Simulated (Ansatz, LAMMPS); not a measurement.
## Compressing and expanding amorphous 64SiO2-25Y2O3-11Al2O3 (mol %) (164 atoms)

How stiff is amorphous 64SiO2-25Y2O3-11Al2O3 (mol %) (164 atoms)?

Main program and level: Ansatz 0.2.0; Kohn-Sham DFT, LDA, PAW (set soft_1), plane waves.

## 1. The starting structure

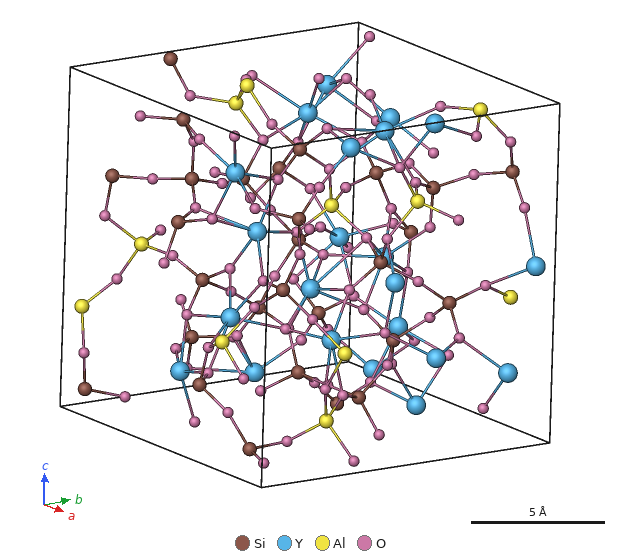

The cell as given, slightly off an axis (silicon brown, yttrium blue, aluminium yellow, oxygen pink). Some periodic images of atoms are drawn too.

The cell holds 164 atoms: 28 Si, 22 Y, 10 Al and 104 O. Its edges and angles: a = 13.264 Å, b = 13.264 Å, c = 13.264 Å, α = 90.0°, β = 90.0°, γ = 90.0°. 164 atoms (28 Si, 22 Er, 10 Al, 104 O) placed at random at 4.5 g/cm³, melted at 5000 K for 10 ps at fixed volume with the Morse and Coulomb pair potential with partial charges (Pedone, Malavasi, Menziani, Cormack and Segre, J. Phys. Chem. B 110, 11780 (2006)). Quenched from 5000 K to 300 K at 10 K/ps and fixed volume, held 10 ps at zero pressure, then minimised at fixed cell. Then Er was replaced by Y and the cell scaled by 1.01 (the potential has no terms for the new elements, so the cell is a start for a DFT relaxation).

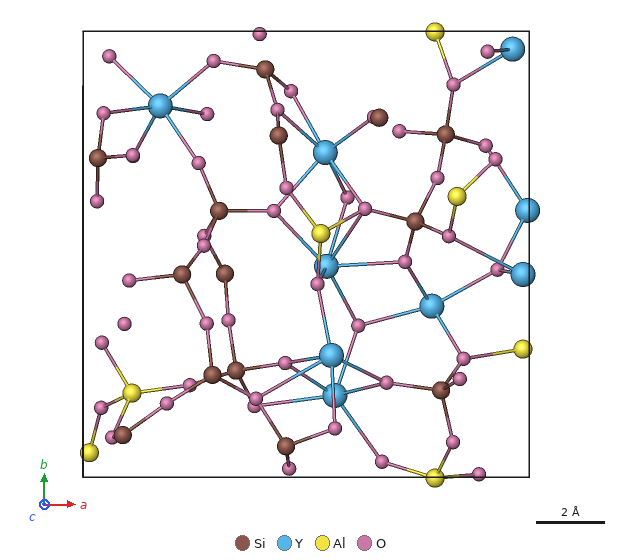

A slice 6 Å thick through the middle of the cell. Bonds to atoms that aren't drawn are left out.

What the set-up can't give: The quench rate of 10 K/ps far exceeds what a furnace or splat quench reaches, so expect more defects and frozen-in strain than in a real sample. The network of bonds at the start is that of the classical potential that made the cell, and needn't be the one that DFT or experiment would give. Only the Γ point is sampled.

## 2. Single point at the start

A single point comes first, to see the forces before anything moves.

input.yaml reads:

```yaml
crystal:
  lattice:
    - [13.26404, 0.0, 0.0]
    - [0.0, 13.26404, 0.0]
    - [0.0, 0.0, 13.26404]
  atoms:
    - { symbol: Si, position: [0.81293, 0.76861, 0.39811] }
    - { symbol: Si, position: [0.48815, 0.47954, 0.15416] }
    - { symbol: Si, position: [0.01221, 0.07574, 0.04432] }
    - { symbol: Si, position: [0.74492, 0.5735, 0.52751] }
    - { symbol: Si, position: [0.19523, 0.75217, 0.22323] }
    - { symbol: Si, position: [0.29007, 0.2296, 0.70986] }
    - { symbol: Si, position: [0.62802, 0.03815, 0.20912] }
    - { symbol: Si, position: [0.73035, 0.52152, 0.13257] }
    - { symbol: Si, position: [0.34317, 0.23918, 0.4235] }
    - { symbol: Si, position: [0.40845, 0.91437, 0.49089] }
    - { symbol: Si, position: [0.30502, 0.59735, 0.48611] }
    - { symbol: Si, position: [0.08904, 0.09473, 0.68852] }
    - { symbol: Si, position: [0.36689, 0.13906, 0.91469] }
    - { symbol: Si, position: [0.45498, 0.0696, 0.6428] }
    - { symbol: Si, position: [0.65755, 0.68701, 0.26164] }
    - { symbol: Si, position: [0.22218, 0.45479, 0.66447] }
    - { symbol: Si, position: [0.56926, 0.40468, 0.84025] }
    - { symbol: Si, position: [0.0528, 0.31127, 0.99558] }
    - { symbol: Si, position: [0.4177, 0.66811, 0.02037] }
    - { symbol: Si, position: [0.43864, 0.76609, 0.69223] }
    - { symbol: Si, position: [0.87623, 0.19109, 0.73658] }
    - { symbol: Si, position: [0.8026, 0.195, 0.50916] }
    - { symbol: Si, position: [0.31794, 0.45634, 0.30771] }
    - { symbol: Si, position: [0.82189, 0.96875, 0.76074] }
    - { symbol: Si, position: [0.77528, 0.11502, 0.04445] }
    - { symbol: Si, position: [0.03353, 0.71561, 0.61543] }
    - { symbol: Si, position: [0.16766, 0.33201, 0.20082] }
    - { symbol: Si, position: [0.66392, 0.80608, 0.69677] }
    - { symbol: "Y", position: [0.95419, 0.59947, 0.98311] }
    - { symbol: "Y", position: [0.96293, 0.9597, 0.51674] }
    - { symbol: "Y", position: [0.63274, 0.13741, 0.82235] }
    - { symbol: "Y", position: [0.78176, 0.38361, 0.33199] }
    [... 126 atom lines left out ...]
    - { symbol: O, position: [0.61685, 0.33984, 0.33073] }
    - { symbol: O, position: [0.72167, 0.90544, 0.73676] }
    - { symbol: O, position: [0.90252, 0.74333, 0.31953] }
    - { symbol: O, position: [0.85281, 0.26568, 0.42522] }
    - { symbol: O, position: [0.48079, 0.11694, 0.88715] }
    - { symbol: O, position: [0.65197, 0.80775, 0.57761] }
kpoints:
  mp_grid: { grid: [1, 1, 1] }
hamiltonian:
  xc: lda
  pseudopotentials: { kind: paw, azcp: { folder: soft_1 }, xc_functional: pbe }
scf:
  occupations: { method: fixed }
output:
  forces: true
```

Run with:

```
$ ansatz run input.yaml --threads 4 --pin off --max-ram 8192MiB --backend cpu --events-out ev --progress --plain --runs-dir out
```

Log:

```text
Engine: ansatz 0.2.0, x86_64-unknown-linux-gnu
Pseudopotentials: kind: paw
Pseudopotential: Si, paw, valence charge 4, recommended cutoff 420 eV (normal), soft_1/Si.paw.azcp
Pseudopotential: Y, paw, valence charge 11, recommended cutoff 420 eV (normal), soft_1/Y.paw.azcp
Pseudopotential: Al, paw, valence charge 3, recommended cutoff 420 eV (normal), soft_1/Al.paw.azcp
Pseudopotential: O, paw, valence charge 6, recommended cutoff 420 eV (normal), soft_1/O.paw.azcp
[... 3 lines on functional and potentials left out ...]
Crystal: 164 atoms, lattice volume = 2333.606 Å³
Basis set: ecut = 420 eV, 45769 PW (Γ)
Bands: 668, of which v1, the nominal top of the filled ones, is band 504 counted from 1 (503 counted from 0)
Symmetry: 1 space group operations
Space group: P1 (ITA 1), of the structure as read, at distance tolerance 1.3e-4 Å
k-points: 1
[... 13 lines on functional and potentials left out ...]
Initial density: superposition of atomic densities (chi_scale 0.1, normalization cell, long waves 25 % of neutral atoms (reshape's long-wave potential 1.25 eV rms, cloud 2.56 Å wide))
Initial wavefunctions: pseudopotential atomic-orbital guess
Functional: x = slater, c = lda
SCF iter   1: F=—  HF=-162634.262906 eV  |F-HF|=—  |Δ(HF+E_count)|=         —  Δρ=7.83e-2  dr2=2.26e2  ethr=3.10e-3  ⟨swp⟩=5.0  Hψ=1963  notcnv=0  defer=161
preconditioner: auto → Resta (q_TF=auto, 2.372 Å⁻¹)  ε∞=4.2  [insulator: Δε(μ)=0.329 eV  Ē_g=12.439 eV  n_scr=514 (ndim 8)  ℏωp=22.2 eV  f_vac=0.032  ε∞_Penn≈4.2]
SCF iter   2: F=—  HF=-162576.491529 eV  |F-HF|=—  |Δ(HF+E_count)|=    5.78e1  Δρ=3.73e-2  dr2=5.30e1  ethr=3.10e-3  ⟨swp⟩=3.0  Hψ=1173  notcnv=0  defer=158
SCF iter   3: F=—  HF=-162561.406499 eV  |F-HF|=—  |Δ(HF+E_count)|=    1.51e1  Δρ=1.70e-2  dr2=1.17e1  ethr=3.10e-3  ⟨swp⟩=3.0  Hψ=1154  notcnv=0  defer=156
automatic band count: iteration 3 solves 664 bands in place of 668: the levels show a gap, and the empty bands left out lie too high to hold charge; the band table lists the bands solved (type scf.n_extra_bands for more)
SCF iter   4: F=—  HF=-162558.186197 eV  |F-HF|=—  |Δ(HF+E_count)|=    3.22e0  Δρ=7.03e-3  dr2=1.19e0  ethr=1.16e-3  ⟨swp⟩=4.0  Hψ=855  notcnv=0  defer=157
SCF iter   5: F=—  HF=-162558.028030 eV  |F-HF|=—  |Δ(HF+E_count)|=   1.58e-1  Δρ=4.63e-3  dr2=5.11e-1  ethr=1.18e-4  ⟨swp⟩=3.0  Hψ=1010  notcnv=0  defer=158
SCF iter   6: F=—  HF=-162557.944658 eV  |F-HF|=—  |Δ(HF+E_count)|=   8.34e-2  Δρ=1.22e-3  dr2=4.10e-2  ethr=5.07e-5  ⟨swp⟩=3.0  Hψ=829  notcnv=0  defer=158
SCF iter   7: F=—  HF=-162557.950780 eV  |F-HF|=—  |Δ(HF+E_count)|=   6.12e-3  Δρ=9.11e-4  dr2=1.77e-2  ethr=4.07e-6  ⟨swp⟩=3.0  Hψ=864  notcnv=0  defer=158
SCF iter   8: F=—  HF=-162557.949763 eV  |F-HF|=—  |Δ(HF+E_count)|=   1.02e-3  Δρ=2.05e-4  dr2=1.31e-3  ethr=1.76e-6  ⟨swp⟩=2.0  Hψ=863  notcnv=0  defer=158
SCF iter   9: F=—  HF=-162557.950210 eV  |F-HF|=—  |Δ(HF+E_count)|=   4.47e-4  Δρ=1.59e-4  dr2=5.71e-4  ethr=1.30e-7  ⟨swp⟩=2.0  Hψ=841  notcnv=0  defer=158
SCF iter  10: F=—  HF=-162557.950230 eV  |F-HF|=—  |Δ(HF+E_count)|=   2.01e-5  Δρ=6.35e-5  dr2=1.22e-4  ethr=5.66e-8  ⟨swp⟩=2.0  Hψ=841  notcnv=0  defer=158
SCF iter  11: F=—  HF=-162557.950275 eV  |F-HF|=—  |Δ(HF+E_count)|=   4.54e-5  Δρ=3.38e-5  dr2=2.84e-5  ethr=1.21e-8  ⟨swp⟩=2.0  Hψ=825  notcnv=0  defer=158
SCF iter  12: F=—  HF=-162557.951378 eV  |F-HF|=—  |Δ(HF+E_count)|=   1.10e-3  Δρ=9.39e-6  dr2=3.19e-6  ethr=2.82e-9  ⟨swp⟩=2.0  Hψ=997  notcnv=0  defer=157
SCF iter  13: F=—  HF=-162557.951379 eV  |F-HF|=—  |Δ(HF+E_count)|=   1.40e-6  Δρ=4.87e-6  dr2=6.63e-7  ethr=3.17e-10  ⟨swp⟩=2.0  Hψ=982  notcnv=0  defer=157
SCF iter  14: F=—  HF=-162557.951379 eV  |F-HF|=—  |Δ(HF+E_count)|=   1.80e-7  Δρ=3.22e-6  dr2=2.47e-7  ethr=6.57e-11  ⟨swp⟩=2.0  Hψ=884  notcnv=0  defer=157
SCF iter  15: F=-162557.951379 eV  HF=-162557.951379 eV  |F-HF|=9.28e-9  |Δ(HF+E_count)|=   1.07e-8  Δρ=1.05e-6  dr2=3.18e-8  ethr=9.92e-12  ⟨swp⟩=4.0  Hψ=1957  notcnv=0
SCF 1 converged in 15 iterations: F = -162557.951379 eV  dr2 = 3.18e-8
  greatest PAW one-centre occupation: 0.992 electrons in one spin orbital (limit 2), on the Y atom at site 31 (counted from 0), in its partial waves of l = 0
SCF converged after 15 iterations
Free energy (F): -162557.951379 eV
Harris-Foulkes:  -162557.951379 eV  (|F-HF|=9.28e-9)
Internal energy: -162557.951379 eV  (E = F + TS)
E sigma→0 (E₀):  -162557.951379 eV
Fermi energy:    4.604725 eV
--- Per-component energies (eV) ---
  E_band       = -5603.811637
  E_kinetic    = 26062.902855
  E_local      = -65586.550790  (includes V_loc(G=0)·N_el)
  E_nonlocal   = 7053.181161
  E_hartree    = 24096.371047
  E_xc         = -13208.930687
  E_vxc        = -15632.815918  (∫ρ·V_xc dr)
  E_paw        = -93595.053097  (= ΣΔE_a)
  E_vpaw       = -5693.370466  (= ΣTr[D̂ρ^β])
  E_aug_tail   = 0.085832  (compensation charges beyond the density's cutoff)
  E_ewald      = -47400.206833
  E_core_change = 20.249134  (= ΣΔE_core)
  E_smearing   = -0.000000  (= −TS)
  E_closure    = -0.000000  (closes the sum)
  Σ components = -162557.951379   (vs F -162557.951379, Δ=0.00e0)
--- Forces (eV/Å), atoms counted from 1 ---
  atom   1  Si    -0.91806799    -1.69086020    -0.94826753
  atom   2  Si    -0.39531616     0.48819775    -0.75408809
  atom   3  Si    -0.99025514     1.38298032     0.87821949
  atom   4  Si    -0.41023502     0.63408484     0.05086626
  atom   5  Si    -0.63396287     0.44467998    -0.20147987
  atom   6  Si     0.55636512    -1.20097708     0.92776447
  atom   7  Si     0.25605700     0.53210332     0.23679710
  atom   8  Si    -1.06220004     0.70787795     0.95952522
  atom   9  Si     0.06733887     0.80538664    -0.79043043
  atom  10  Si     0.52233583    -0.47728468     1.17551809
  atom  11  Si     0.88135536    -0.65131236    -0.58350788
  atom  12  Si    -0.03828096     0.65064731    -0.23631154
  atom  13  Si     0.38926470     0.33116080    -1.57702233
  atom  14  Si    -1.31136715    -0.35111147     0.20436137
[...]
atom 163  O      1.64487979    -0.22359209    -0.43811233
  atom 164  O     -0.27092154    -0.45151028    -0.64779196
  max |Σ_I F_I| component: 1.54e-4 eV/Å
```

Run time: 25 s. Hardware: 4 threads of Intel Xeon 6975P-C (Granite Rapids), shared host; peak memory 3.4 GiB; 95 s of CPU time.

In the SCF lines HF is the Harris–Foulkes energy and dr2 the Hartree energy of the density residual, in eV; the loop may stop once dr2 is under the threshold and the program's other checks hold. Hψ counts applications of the Hamiltonian.

The r.m.s. force at the start is 0.69 eV/Å.

(Part 1 of 3 ends here.)

[Logs are printed without paths, hosts, clocks, repeated set-up lines and the standing remarks that a program may print on its own settings, such as how far it seeks lower states.]

[Hosts, paths, dates, database ids (printed as entryN), source tags and the programs' standing remarks are cut or masked in the printed files.]
